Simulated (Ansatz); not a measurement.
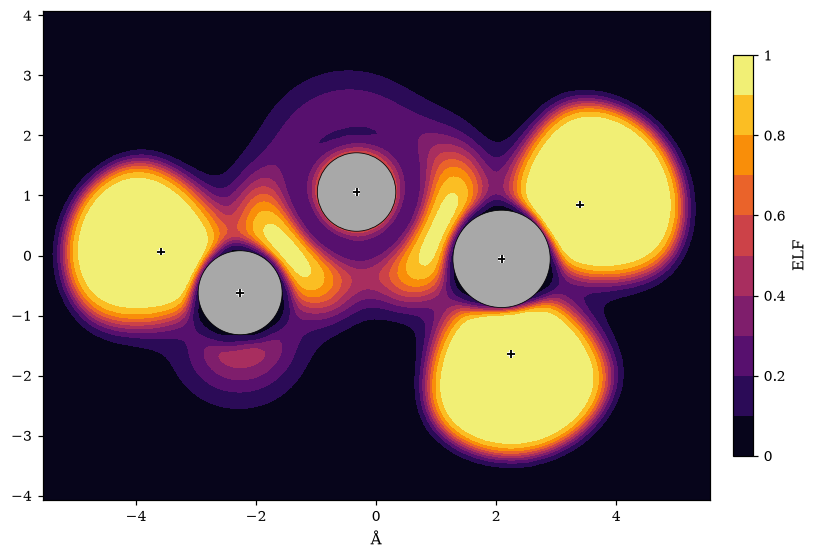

The electron localisation function on a plane through atoms (crosses mark nuclei in the plane; grey discs cover the cores).

Theory: RKS PBE0-D4/def2-TZVPP (Ansatz).

Candidates:
A. AlH7SiSn (SMILES [AlH2][SnH2][SiH3])
B. CH5AlGaN
C. CH7NSi2 (SMILES N=C([SiH3])[SiH3])

Question: Which system is this?

Answer: Candidate A: AlH7SiSn on the plane of atoms Sn2, Al1 and H4, which holds Al, Sn, Si and H. Si–Sn (2.56 Å): the ELF peaks at about 0.95 between the atoms; localised, covalent bonding. Al–Sn (2.66 Å): the ELF peaks at about 0.95 between the atoms; a shared electron pair.
